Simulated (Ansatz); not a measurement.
## Fields on a plane of FeCo (CsCl type)

```xyz
2
Lattice="2.8451 0.0000 0.0000 0.0000 2.8451 0.0000 0.0000 0.0000 2.8451" Properties=species:S:1:pos:R:3 pbc="T T T"
Fe     0.0000     0.0000     0.0000
Co     1.4225     1.4225     1.4225
```

The slice is a {210} plane (indices of the conventional cell) through the point (0.500, 0.500, 0.500) (fractional), spanned by u = [100] and v = [021] in vectors of this cell: u (2.85 Å) and v (6.36 Å, at 90° to u). It covers one period; positions are fractions (u, v).

Atoms on it: Co at (0.00, 0.00). Other atoms lie within 1 Å of the plane.

The numbers are results of PBE (plane waves to 420 eV, PAW, scalar-relativistic; Ansatz, a first-principles code), not measurements. k mesh 16×16×16. Near the nuclei the fields are pseudised (PAW); where an atom keeps semicore shells as valence, they peak there. FeCo was relaxed with its symmetry unable to fall. Relaxed FeCo ends ferromagnetic. The magnetic order is the one the run started from; other orders were not tried.

```
|xxxxxx00888800xxxx|
|xxxxxx55888855xxxx|
|xx0044555555554400|
|88775500xxxx005577|
|998822xxxxxxxx2288|
|997700xxxxxxxx0077|
|887711xxxxxxxx1177|
|88775500xxxx005577|
|999988775555778899|
|999999998888999999|
|999988775555778899|
|88775500xxxx005577|
|887711xxxxxxxx1177|
|997700xxxxxxxx0077|
|998822xxxxxxxx2288|
|88775500xxxx005577|
|xx0044555555554400|
|xxxxxx55888855xxxx|
|xxxxxx00888800xxxx|
|xxxxxxxx8888xxxxxx|
```
Scale: ten equal steps from 4.72 (start of '0') to 11.81 (end of '9'), in the order '0123456789'. Values: electrostatic potential energy of an electron, from the cell's mean, in eV. The map has 9 points along u (two characters each, u = 0 at the left) and 20 along v (v = 0 in the bottom row). Points within 1 Å of a nucleus are blanked (x), as the pseudised field means little there. The zero, the cell's mean, hangs on the PAW cores.

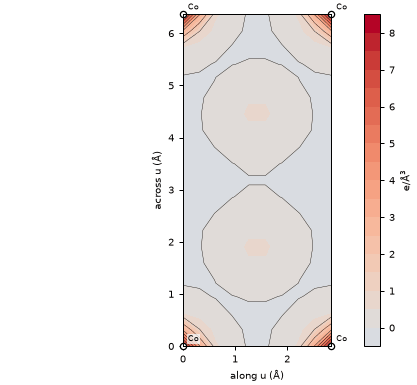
Figure: Spin density, up minus down in e/Å³, one period of the plane, atoms marked.
